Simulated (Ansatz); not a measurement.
# Sr2Hf (built on the sites of a database entry of HfBe2): following an unstable mode

Aim: this structure of Sr2Hf (built on the sites of a database entry of HfBe2) is to be tested for unstable modes, and one is followed downhill.

Method: DFT PBEsol, scalar-relativistic, plane waves, PAW, in Ansatz 0.2.0.

The structure was built from a prototype and need not be the compound's stable phase.

**1. The structure**

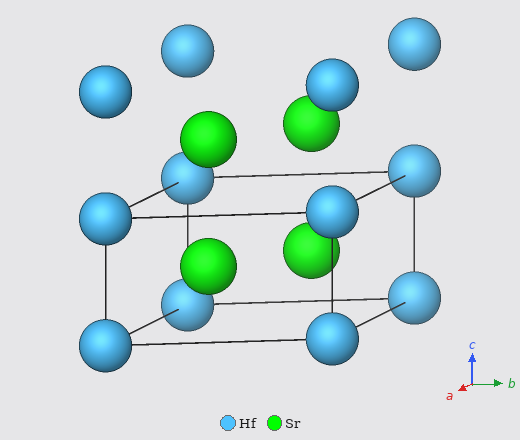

The starting structure, seen slightly off an axis (hafnium blue, strontium green). 1×1×2 cells are drawn. Some periodic images of atoms are drawn too.

Coordinates:

```cif
data_structure
_symmetry_space_group_name_H-M 'P6/mmm'
_symmetry_Int_Tables_number 191
_cell_length_a 5.8871
_cell_length_b 5.8871
_cell_length_c 3.3132
_cell_angle_alpha 90.000
_cell_angle_beta 90.000
_cell_angle_gamma 120.000
_cell_volume 99.45
loop_
_atom_site_label
_atom_site_type_symbol
_atom_site_symmetry_multiplicity
_atom_site_Wyckoff_symbol
_atom_site_fract_x
_atom_site_fract_y
_atom_site_fract_z
_atom_site_occupancy
Hf1 Hf 1 a 0.00000 0.00000 0.00000 1
Sr1 Sr 2 d 0.33333 0.66667 0.50000 1
```

**2. The dispersion**

The cell comes from relaxations at this level that are not shown. Stability and thermal properties need the whole zone. Linear response on a 2×2×4 q mesh gives force constants as far as a supercell of that size would.

input.yaml reads:

```yaml
crystal:
  lattice:
    - [5.8871168484, 0.0, 0.0]
    - [-2.9435584242, 5.0983927457, 0.0]
    - [0.0, 0.0, 3.3132417562]
  atoms:
    - { symbol: Hf, position: [0.0, 0.0, 0.0] }
    - { symbol: Sr, position: [0.3333333333, 0.6666666667, 0.5] }
    - { symbol: Sr, position: [0.6666666667, 0.3333333333, 0.5] }
kpoints:
  mp_grid: { grid: [10, 10, 12] }
hamiltonian:
  xc: pbesol
scf:
  occupations: { method: methfessel_paxton, width: 0.2 }
output:
  eigenvalues: true
phonons:
  method: dfpt
  qmesh: [2, 2, 4]
  temperatures: { t_max: 1000, t_step: 50 }
  qpath:
    path:
      - [[0.0, 0.0, 0.0], [0.5, 0.0, 0.0], [0.33333333, 0.33333333, 0.0], [0.0, 0.0, 0.0], [0.0, 0.0, 0.5], [0.5, 0.0, 0.5], [0.33333333, 0.33333333, 0.5], [0.0, 0.0, 0.5]]
      - [[0.5, 0.0, 0.5], [0.5, 0.0, 0.0]]
      - [[0.33333333, 0.33333333, 0.5], [0.33333333, 0.33333333, 0.0]]
    npoints: 10
```

Command:

```console
$ ansatz run input.yaml --threads 8 --pin off --max-ram 14336MiB --backend cpu --events-out ev --progress --plain --runs-dir out
```

Numbers of over 12 decimals in the logs are rounded to 6 here.

The log of the run:

```text
Warning: phonons: the dynamical matrix that this run interpolates holds no multipole term above the dipole-dipole one, and a site of this crystal is no centre of inversion, so its interpolated transverse optical and acoustic branches and sound speeds can stay off near Gamma, and the density of states and the thermodynamics with them. What a run solves at a wave vector of phonons.qpoints, Gamma apart, where the deck admits one, is free of this, and under fd what a larger phonons.supercell samples
Engine: ansatz 0.2.0, x86_64-unknown-linux-gnu
Pseudopotentials: kind: paw
Pseudopotential: Hf, paw, valence charge 26, recommended cutoff 420 eV (normal), Hf.paw.azcp
Pseudopotential: Sr, paw, valence charge 10, recommended cutoff 420 eV (normal), Sr.paw.azcp
Functional definition: PBEsol
  exchange = pbesol_x
  correlation = pbesol_c
Crystal: 3 atoms, lattice volume = 99.446 Å³
Basis set: ecut = 420 eV, 1955 PW (Γ), exchange–correlation on 80×80×48 points (8 copies of the dense FFT grid, shifted against one another)
Bands: 28, of which v1, the nominal top of the filled ones, is band 23 counted from 1 (22 counted from 0)
Symmetry: 24 space group operations
k-points: 98 of 1200
Non-local potential: Hf, projectors of the file, l = 0: 3, l = 1: 2, l = 2: 2, l = 3: 3
Non-local potential: Sr, projectors of the file, l = 0: 3, l = 1: 2, l = 2: 2
PAW form: soft (Blöchl's): semilocal exchange-correlation on the pseudo side does not see the compensation charge
PAW frozen core: Hf, regenerated for the run's functional, and the local potential with it (the file was generated under x = pbe(κ = 0.804, μ = 0.219515), c = pbe(β = 0.066725))
PAW frozen core: Sr, regenerated for the run's functional, and the local potential with it (the file was generated under x = pbe(κ = 0.804, μ = 0.219515), c = pbe(β = 0.066725))
PAW one-centre angular grid: Hf, 590 points (default); XC on 64 Gauss nodes
PAW one-centre angular grid: Sr, 110 points (default); XC on 64 Gauss nodes
Initial density: superposition of atomic densities (neutral atoms: chi_scale 0, normalization atom), corrected by the library's trained network
Initial wavefunctions: pseudopotential atomic-orbital guess
Functional: x = pbesol(κ = 0.804, μ = 0.123457), c = pbesol(β = 0.046)
SCF iter   1: F=—  HF=-22580.272179 eV  |F-HF|=—  |Δ(HF+E_count)|=         —  Δρ=4.51e-3  dr2=2.52e-2  ethr=1.77e-3  ⟨swp⟩=7.0  Hψ=12801  notcnv=0
preconditioner: auto → Kerker (q_TF=auto, 2.399 Å⁻¹)  [metal: Δε(μ)=0.005 eV  Ē_g=12.888 eV  σ=0.200 eV  W_gap=0.02  n_scr=26 (ndim 8)  ℏωp=21.7 eV  f_vac=0.000  D(μ)=7.29/eV (n_scr^D=68)]
SCF iter   2: F=—  HF=-22580.272653 eV  |F-HF|=—  |Δ(HF+E_count)|=   4.74e-4  S|Δr|=    0.00e0  Δρ=2.84e-3  dr2=1.26e-2  ethr=5.49e-5  ⟨swp⟩=1.5  Hψ=3619  notcnv=0
SCF iter   3: F=—  HF=-22580.271362 eV  |F-HF|=—  |Δ(HF+E_count)|=   1.29e-3  S|Δr|=    0.00e0  Δρ=6.60e-4  dr2=3.47e-4  ethr=2.75e-5  ⟨swp⟩=2.0  Hψ=4458  notcnv=0
SCF iter   4: F=—  HF=-22580.271049 eV  |F-HF|=—  |Δ(HF+E_count)|=   3.13e-4  S|Δr|=    0.00e0  Δρ=4.07e-4  dr2=2.29e-4  ethr=7.55e-7  ⟨swp⟩=2.3  Hψ=5062  notcnv=0
SCF iter   5: F=—  HF=-22580.271023 eV  |F-HF|=—  |Δ(HF+E_count)|=   2.62e-5  S|Δr|=    0.00e0  Δρ=1.60e-4  dr2=6.77e-5  ethr=4.98e-7  ⟨swp⟩=2.0  Hψ=3877  notcnv=0
SCF iter   6: F=—  HF=-22580.271015 eV  |F-HF|=—  |Δ(HF+E_count)|=   7.70e-6  S|Δr|=    0.00e0  Δρ=5.45e-5  dr2=7.99e-6  ethr=1.47e-7  ⟨swp⟩=2.0  Hψ=3665  notcnv=0
SCF iter   7: F=—  HF=-22580.271007 eV  |F-HF|=—  |Δ(HF+E_count)|=   7.58e-6  S|Δr|=    0.00e0  Δρ=1.32e-5  dr2=2.49e-7  ethr=1.74e-8  ⟨swp⟩=2.1  Hψ=3833  notcnv=0
SCF iter   8: F=—  HF=-22580.271010 eV  |F-HF|=—  |Δ(HF+E_count)|=   2.96e-6  S|Δr|=    0.00e0  Δρ=2.68e-6  dr2=6.76e-9  ethr=5.42e-10  ⟨swp⟩=2.4  Hψ=4594  notcnv=0
SCF iter   9: F=—  HF=-22580.271010 eV  |F-HF|=—  |Δ(HF+E_count)|=  3.46e-10  S|Δr|=    0.00e0  Δρ=6.94e-7  dr2=5.16e-10  ethr=1.47e-11  ⟨swp⟩=2.2  Hψ=5005  notcnv=0
SCF iter  10: F=—  HF=-22580.271010 eV  |F-HF|=—  |Δ(HF+E_count)|=  2.91e-11  S|Δr|=    0.00e0  Δρ=1.72e-7  dr2=3.88e-11  ethr=1.12e-12  ⟨swp⟩=2.3  Hψ=4365  notcnv=0
SCF iter  11: F=-22580.271010 eV  HF=-22580.271010 eV  |F-HF|=7.28e-12  |Δ(HF+E_count)|=    0.00e0  S|Δr|=    0.00e0  Δρ=3.81e-8  dr2=1.41e-12  ethr=1.00e-12  ⟨swp⟩=6.2  Hψ=14068  notcnv=0
the search or the solves at the SCF's close seem to have found levels that the self-consistency loop had missed (the run counts 1). By its estimate they hold under 1e-12 electrons; where the run keeps them, the occupations were computed again with them
SCF 1 converged in 11 iterations: F = -22580.271010 eV  dr2 = 1.41e-12
  greatest PAW one-centre occupation: 0.998 electrons in one spin orbital (limit 2), on the Hf atom at site 0 (counted from 0), in its partial waves of l = 3
Initial density: read from a saved state, or passed on in memory by an earlier SCF of this step, an earlier step, the calling program or the single point that the run made first
iter 1 solved again at ethr=4.63e-7 eV; its pass at ethr=3.10e-3 eV (dr2=2.13e-4 eV) is discarded
SCF iter   1: F=—  HF=-22580.271007 eV  |F-HF|=—  |Δ(HF+E_count)|=         —  Δρ=1.05e-6  dr2=1.75e-9  ethr=4.63e-7  ⟨swp⟩=3.4  Hψ=21014  notcnv=0
eigensolver tolerance schedule: the retry pair's looser diagonalisation over-reported the residual by 121654.75 of it (diagonalisation noise at an unbounded share of the residual, at the tolerance the schedule requests for it); recorded, not acted on — ethr = c·dr2/N_el stays at c = 1.0e-1
preconditioner: auto → Kerker (q_TF=auto, 2.399 Å⁻¹)  [metal: Δε(μ)=0.014 eV  Ē_g=12.863 eV  σ=0.200 eV  W_gap=0.06  n_scr=26 (ndim 8)  ℏωp=21.7 eV  f_vac=0.000  D(μ)=7.42/eV (n_scr^D=68)]
SCF iter   2: F=—  HF=-22580.271010 eV  |F-HF|=—  |Δ(HF+E_count)|=   3.81e-6  S|Δr|=    0.00e0  Δρ=7.99e-7  dr2=1.44e-9  ethr=3.80e-12  ⟨swp⟩=4.6  Hψ=9780  notcnv=0
SCF iter   3: F=—  HF=-22580.271010 eV  |F-HF|=—  |Δ(HF+E_count)|=  3.27e-10  S|Δr|=    0.00e0  Δρ=4.14e-7  dr2=3.25e-10  ethr=3.12e-12  ⟨swp⟩=2.0  Hψ=3688  notcnv=0
SCF iter   4: F=—  HF=-22580.271010 eV  |F-HF|=—  |Δ(HF+E_count)|=  2.91e-11  S|Δr|=    0.00e0  Δρ=2.78e-7  dr2=1.30e-10  ethr=1.00e-12  ⟨swp⟩=1.0  Hψ=2744  notcnv=0
SCF iter   5: F=—  HF=-22580.271010 eV  |F-HF|=—  |Δ(HF+E_count)|=  2.18e-11  S|Δr|=    0.00e0  Δρ=1.51e-7  dr2=3.19e-11  ethr=1.00e-12  ⟨swp⟩=1.0  Hψ=2744  notcnv=0
SCF iter   6: F=-22580.271010 eV  HF=-22580.271010 eV  |F-HF|=7.28e-12  |Δ(HF+E_count)|=  7.28e-12  S|Δr|=    0.00e0  Δρ=8.70e-8  dr2=9.00e-12  ethr=1.00e-12  ⟨swp⟩=2.5  Hψ=7347  notcnv=0
SCF 2 converged in 6 iterations: F = -22580.271010 eV  dr2 = 9.00e-12
phonons: the bands overlap, so this run is a metal and interpolates without the dipole-dipole term. If the crystal is really an insulator or semiconductor, its LO-TO splitting is missing
NSCF: frozen V_eff on 98 k-points
WARN: eigensolver did not converge in 7 slots of this pass, the one above among them; of largest residual over every band (k=12): 1 band(s) unlocked (lowest unlocked band 27, counted from 0; max residual 4.70e-2 eV among the unlocked bands, 4.70e-2 eV over every band); of lowest unlocked band (k=11): band 27
NSCF: frozen V_eff on 217 k-points
DFPT response loops at q = (0, 0, 0) (fractional): preconditioner auto → Kerker (q_TF=auto, 2.399 Å⁻¹) (partly filled bands, converged f_vac=0.000); β = 1.00, the filter's whole step (`scf.mixing.beta` (0.50) is not read by the response loops under this deck's `scf.mixing.preconditioner`; to damp them name `kerker` or `kerker_dos`, under which they read `scf.mixing.beta`, and type it under 1.00, their step now; both keys bind the ground state too); Broyden in place of MSR1
NSCF: frozen V_eff on 744 k-points
DFPT response loops at q = (0, 0, 0.25) (fractional): mixed as the last ones told, above
NSCF: frozen V_eff on 434 k-points
DFPT response loops at q = (0, 0, -0.5) (fractional): mixed as the last ones told, above
NSCF: frozen V_eff on 434 k-points
DFPT response loops at q = (0, -0.5, 0) (fractional): mixed as the last ones told, above
NSCF: frozen V_eff on 744 k-points
DFPT response loops at q = (0, -0.5, 0.25) (fractional): mixed as the last ones told, above
NSCF: frozen V_eff on 434 k-points
DFPT response loops at q = (0, -0.5, -0.5) (fractional): mixed as the last ones told, above
SCF converged after 11 iterations
Stability not checked: this state was not tested for a lower state beside it, because cold or Methfessel-Paxton smearing, or corrected tetrahedra, fill the levels in a way that the test cannot read (fill_not_monotonic; see scf.lower_state_search)
Free energy (F): -22580.271010 eV
Harris-Foulkes:  -22580.271010 eV  (|F-HF|=7.28e-12)
Internal energy: -22580.256522 eV  (E = F + TS)
E sigma→0 (E₀):  -22580.267388 eV
Entropy (-TS):   -0.014488 eV (-4.829 meV/atom)
Fermi energy:    10.185853 eV
--- Per-component energies (eV) ---
  E_band       = -381.058113
  E_kinetic    = 911.706055
  E_local      = -8536.249731  (includes V_loc(G=0)·N_el)
  E_nonlocal   = -831.875068
  E_hartree    = 3660.661966
  E_xc         = -638.013721
  E_vxc        = -585.056980  (∫ρ·V_xc dr)
  E_paw        = -12094.854360  (= ΣΔE_a)
  E_vpaw       = 1339.093744  (= ΣTr[D̂ρ^β])
  E_aug_tail   = -0.000004  (compensation charges beyond the density's cutoff)
  E_ewald      = -5053.151445
  E_core_change = 1.519786  (= ΣΔE_core)
  E_smearing   = -0.014488  (= −TS)
  E_closure    = -0.000000  (closes the sum)
  Σ components = -22580.271010   (vs F -22580.271010, Δ=0.00e0)
--- Band table (eV; the first three rows and the last of 98) ---
  k-point 0: bands = [... 19 lower, 5.3000, 8.9802, 10.2917, 10.2917, 10.2974, 10.2974, 11.4362, 11.9094, ... 1 higher]
  k-point 1: bands = [... 19 lower, 5.4441, 9.1647, 10.2397, 10.2397, 10.2533, 10.2533, 11.7101, 12.0876, ... 1 higher]
  k-point 2: bands = [... 19 lower, 5.8569, 9.6633, 10.0925, 10.0925, 10.1169, 10.1169, 12.5013, 12.5812, ... 1 higher]
  k-point 97: bands = [... 19 lower, 8.2549, 9.3589, 9.5685, 10.2372, 10.3968, 10.5277, 11.3744, 11.3819, ... 1 higher]
--- Phonons (Γ-DFPT): 4 representative perturbations + reference (Σ response iterations 12) ---
  ASR residual: 4.618e-5 → 0.000e0 eV/Å²; symmetrization residual: 1.548e-5 eV/Å²
  ASR residual per site (eV/Å²): 4.62e-5 2.35e-5 2.35e-5
  Γ frequencies (cm⁻¹): 0.00 0.00 0.00 24.84 77.84 77.84 87.96 131.70 131.70
--- Phonons (arbitrary-q DFPT): 6 irreducible q on the 2×2×4 mesh ---
  q = [0.0000, 0.0000, 0.0000] (star 1, of the zone-centre solve; hermiticity 9.42e-6, symmetrization 1.60e-11): -0.00 0.00 0.00 24.84 77.84 77.84 87.96 131.70 131.70
  q = [0.0000, 0.0000, 0.2500] (star 2, 4 solved perturbations in 1080 linear systems a pass and spin channel, the states on 372 of 1200 k-point pairs; hermiticity 3.52e-6, symmetrization 1.32e-11): 23.19 27.41 27.41 67.66 67.66 106.97 107.43 129.29 129.29
  q = [0.0000, 0.0000, -0.5000] (star 1, 4 solved perturbations in 630 linear systems a pass and spin channel, the states on 217 of 1200 k-point pairs; hermiticity 2.90e-8, symmetrization 1.51e-8): 25.83 41.58 41.58 56.42 56.42 126.76 126.76 150.65 152.28
  q = [0.0000, -0.5000, 0.0000] (star 3, 6 solved perturbations on 217 of 1200 k-point pairs; hermiticity 4.20e-5, symmetrization 8.34e-6): 25.17 33.32 35.88 41.34 43.01 61.74 75.09 117.79 131.59
  q = [0.0000, -0.5000, 0.2500] (star 6, 6 solved perturbations on 372 of 1200 k-point pairs; hermiticity 3.05e-5, symmetrization 8.28e-6): 20.89 25.56 26.29 45.23 59.86 100.11 104.98 112.11 129.54
  q = [0.0000, -0.5000, -0.5000] (star 3, 6 solved perturbations on 217 of 1200 k-point pairs; hermiticity 9.49e-6, symmetrization 2.67e-6): -39.74 -26.28 26.13 37.44 45.33 92.96 122.84 144.98 147.84
  sum rule: each row above includes the acoustic sum rule's correction from the zone centre's row sums; it moved no ω² by more than (0.27 cm⁻¹)²
  mesh force constants: q→R imaginary residual 6.60e-18; ASR residual 4.618e-5 → 0.000e0 eV/Å²; symmetrization residual 1.776e-15 eV/Å²
  interpolated dispersion: 93 rows × 9 modes
  density of states and harmonic sums: on the 12×12×20 q-mesh, interpolated from the force constants of a 2×2×4 supercell (no non-analytic term)
  largest difference from the sums on the solved wave vectors: F 1.88e-2 eV, S 3.15e-5 and C_V 1.27e-5 eV/K
  zero-point energy: 0.038319 eV/cell   skipped modes (ω ≤ 0): 145, of them read as no rigid motion or as one in doubt: 142 (7.090e-1 modes/cell left out, lowest -44.37 cm⁻¹)   left out of the sums: 7.89e-2 of the cell's modes: C_V's classical limit lies that fraction below 3 k_B per atom; for a crystal, a wire or a layer, F and S can be off by more, and a phonons.interpolated_qmesh denser along its periods is the remedy for the sampling
```

Elapsed: 3.2 min, on 8 threads of Intel Xeon Platinum 8488C (Sapphire Rapids), shared host; peak memory 2.7 GiB; 24 min of CPU time.

This step gave:

```
volume per atom                                         : 33.15 Å³
gap on the k-mesh                                       : 0 eV
sum-rule residual before enforcement                    : 4.62e-5 eV/Å²
lowest frequency on the path                            : -44.37 cm⁻¹
point group                                             : 6/mmm
highest frequency on the path or at a solved wavevector : 152.3 cm⁻¹
highest optical mode at the zone centre (no LO-TO term) : 131.7 cm⁻¹
lowest optical zone-centre mode                         : 24.84 cm⁻¹
lowest mode on the q mesh (acoustic modes at Γ apart)   : -39.74 cm⁻¹
```

Frequencies (cm⁻¹) solved at each irreducible wavevector; negative means imaginary. Frequencies by wavevector, by row:

| q in reciprocal lattice units | star | mode 1 | mode 2 | mode 3 | mode 4 | mode 5 | mode 6 | mode 7 | mode 8 | mode 9 |
| --- | --- | --- | --- | --- | --- | --- | --- | --- | --- | --- |
| 0 0 0 | 1 | 0 | 0 | 0 | 24.8 | 77.8 | 77.8 | 88 | 131.7 | 131.7 |
| 0 0 0.25 | 2 | 23.2 | 27.4 | 27.4 | 67.7 | 67.7 | 107 | 107.4 | 129.3 | 129.3 |
| 0 0 -0.5 | 1 | 25.8 | 41.6 | 41.6 | 56.4 | 56.4 | 126.8 | 126.8 | 150.7 | 152.3 |
| 0 -0.5 0 | 3 | 25.2 | 33.3 | 35.9 | 41.3 | 43 | 61.7 | 75.1 | 117.8 | 131.6 |
| 0 -0.5 0.25 | 6 | 20.9 | 25.6 | 26.3 | 45.2 | 59.9 | 100.1 | 105 | 112.1 | 129.5 |
| 0 -0.5 -0.5 | 3 | -39.7 | -26.3 | 26.1 | 37.4 | 45.3 | 93 | 122.8 | 145 | 147.8 |

Interpolated from a 2×2×4 q mesh. Phonon branches along the path, in cm⁻¹:

| point | branch 1 | branch 2 | branch 3 | branch 4 | branch 5 | branch 6 | branch 7 | branch 8 | branch 9 |
| --- | --- | --- | --- | --- | --- | --- | --- | --- | --- |
| Γ | 0 | 0 | 0 | 25 | 78 | 78 | 88 | 132 | 132 |
| M | 25 | 33 | 36 | 41 | 43 | 62 | 75 | 118 | 132 |
| K | 27 | 31 | 31 | 39 | 39 | 54 | 98 | 98 | 135 |
| Γ | 0 | 0 | 0 | 25 | 78 | 78 | 88 | 132 | 132 |
| A | 26 | 42 | 42 | 56 | 56 | 127 | 127 | 151 | 152 |
| L | -40 | -26 | 26 | 37 | 45 | 93 | 123 | 145 | 148 |
| H | -44 | -29 | -11 | -11 | 78 | 78 | 119 | 146 | 146 |
| A | 26 | 42 | 42 | 56 | 56 | 127 | 127 | 151 | 152 |
| jump to L | -40 | -26 | 26 | 37 | 45 | 93 | 123 | 145 | 148 |
| M | 25 | 33 | 36 | 41 | 43 | 62 | 75 | 118 | 132 |
| jump to H | -44 | -29 | -11 | -11 | 78 | 78 | 119 | 146 | 146 |
| K | 27 | 31 | 31 | 39 | 39 | 54 | 98 | 98 | 135 |

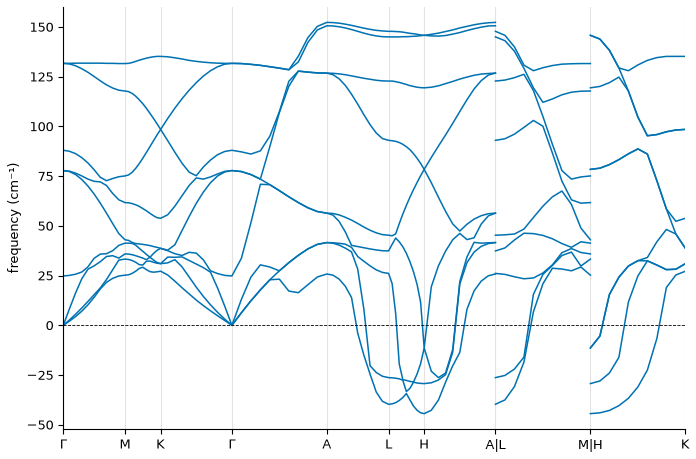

Phonon branches along the path.

Symmetry leaves 6 wavevectors to solve. The lowest mode among them, the acoustic zeros apart, lies at q = (0, -0.5, -0.5) and is imaginary, 39.7i cm⁻¹, so the energy falls along it. Between them the interpolated path dips to 44i cm⁻¹.

**3. The mode frozen in, largest atomic shift 0 Å**

The mode followed lies at q = (0, -0.5, -0.5) with frequency 39.7i cm⁻¹, the softest among the wavevectors solved. At small amplitude the distorted cell has space group no. 74 by a symmetry search on the positions. The undistorted cell that holds it gives the zero of energy on the same k mesh.

System of this step: Sr2Hf (built on the sites of a database entry of HfBe2). Symmetry: P6/mmm, No. 191, hexagonal system. The conventional cell has a = 5.887 Å, b = 5.887 Å, c = 3.313 Å, α = 90.00°, β = 90.00°, γ = 120.00°. Nearest to Hf lie 2 Hf at 3.31 Å. Nearest to Sr lie 5 Sr at 3.31 to 3.40 Å. Farther neighbours are not listed.

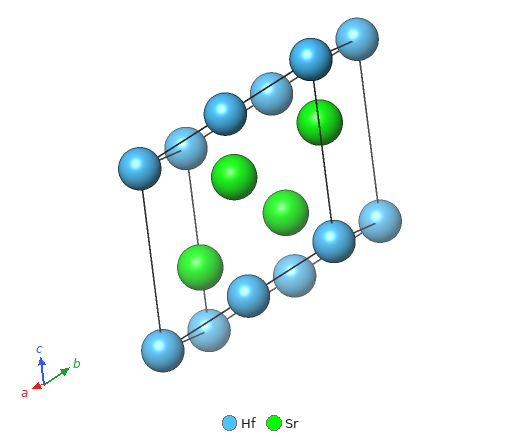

The cell of this step (hafnium blue, strontium green). Some periodic images of atoms are drawn too.

input.yaml reads:

```yaml
crystal:
  lattice:
    - [-5.8871168484, 0.0, 0.0]
    - [0.0, 0.0, -6.6264835124]
    - [-2.9435584242, -5.0983927457, -3.3132417562]
  atoms:
    - { symbol: Hf, position: [0.0, 0.5, 1.0] }
    - { symbol: Hf, position: [0.0, 0.0, 1.0] }
    - { symbol: Sr, position: [0.3333333333, 0.5833333333, 0.3333333333] }
    - { symbol: Sr, position: [0.3333333333, 0.0833333333, 0.3333333333] }
    - { symbol: Sr, position: [0.6666666667, 0.4166666667, 0.6666666667] }
    - { symbol: Sr, position: [0.6666666667, 0.9166666667, 0.6666666667] }
kpoints:
  mp_grid: { grid: [8, 8, 8] }
hamiltonian:
  xc: pbesol
scf:
  occupations: { method: methfessel_paxton, width: 0.2 }
output:
  forces: true
  stress: true
  eigenvalues: true
```

The log of the run:

```text
[...]
Crystal: 6 atoms, lattice volume = 198.893 Å³
Basis set: ecut = 420 eV, 3887 PW (Γ), exchange–correlation on 80×90×96 points (8 copies of the dense FFT grid, shifted against one another)
Bands: 56, of which v1, the nominal top of the filled ones, is band 46 counted from 1 (45 counted from 0)
Symmetry: 16 space group operations
[...]
k-points: 95 of 512
[...]
k-point 0: bands = [... 42 lower, 9.7037, 9.7487, 10.2916, 10.2917, 10.2972, 10.2972, 10.6247, 10.7572, ... 6 higher]
  k-point 1: bands = [... 42 lower, 9.6651, 9.6765, 9.9782, 10.2220, 10.2361, 10.3312, 10.4596, 10.4998, ... 6 higher]
  k-point 2: bands = [... 42 lower, 9.4538, 9.5356, 9.5763, 9.8097, 10.1411, 10.1635, 10.2712, 10.6570, ... 6 higher]
  k-point 94: bands = [... 42 lower, 9.5631, 9.5631, 10.1221, 10.1221, 10.6578, 10.6578, 10.8473, 10.8473, ... 6 higher]
[key lines of the parts left out:]
SCF converged after 9 iterations
Free energy (F): -45160.543135 eV
Fermi energy:    10.185794 eV
P = ⅓ Tr σ = -0.0054 GPa (-0.054 kbar)
```

The job ended after 5.1 s (8 threads; peak memory 1.3 GiB).

This step gave:

```
pressure                         : -0.005422 GPa
energy from the undistorted cell : 0 meV/atom
```

The run ends at a pressure of -0.01 GPa.

(Continued in part 2 of 3.)

[Logs are printed without paths, hosts, clocks, repeated set-up lines and the standing remarks that a program may print on its own settings, such as how far it seeks lower states.]

[Hosts, paths, dates, database ids (printed as entryN), source tags and the programs' standing remarks are cut or masked in the printed files.]
